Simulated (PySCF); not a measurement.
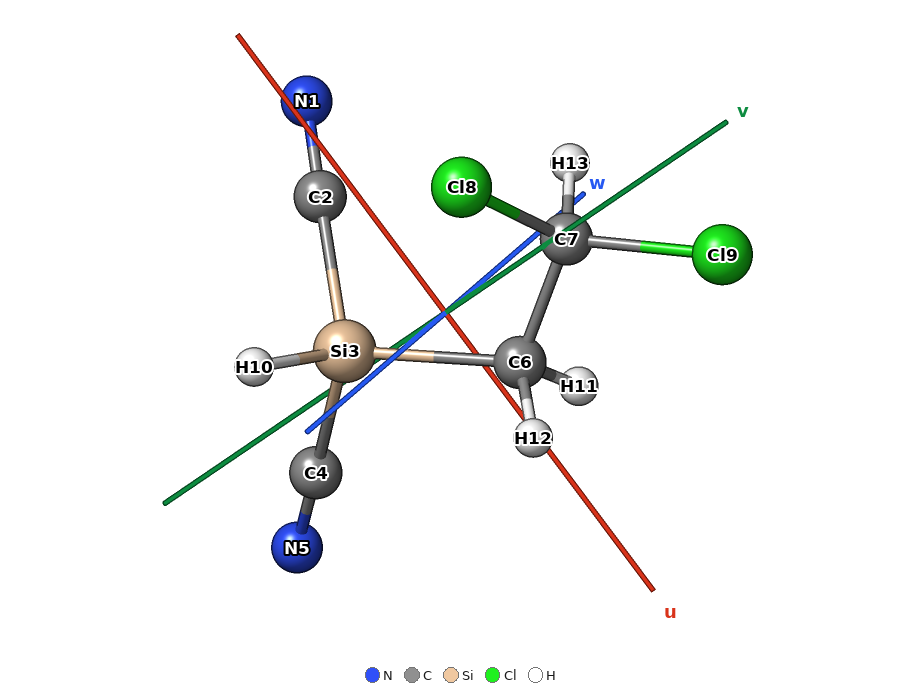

The lines u, v and w are the principal axes of the static dipole polarisability. The computed structure is the end point of a GFN2-xTB optimisation. No frequency run is at hand to confirm it as a minimum. Computed with CAM-B3LYP/def2-SVPD (PySCF 2.14.0).

### Along which axis is the molecule most polarisable, and along which least?

Most along v (close to the long direction N5···Cl9), least along w.

### Give the three principal values.

u 103.0, v 120.7, w 88.0 bohr³; mean 103.9, anisotropy 28.3 bohr³.

The geometry is semi-empirical. Around Si such bond lengths and angles can be off by a tenth of an ångström or more and by several degrees, and values that hang on the shape move with them.
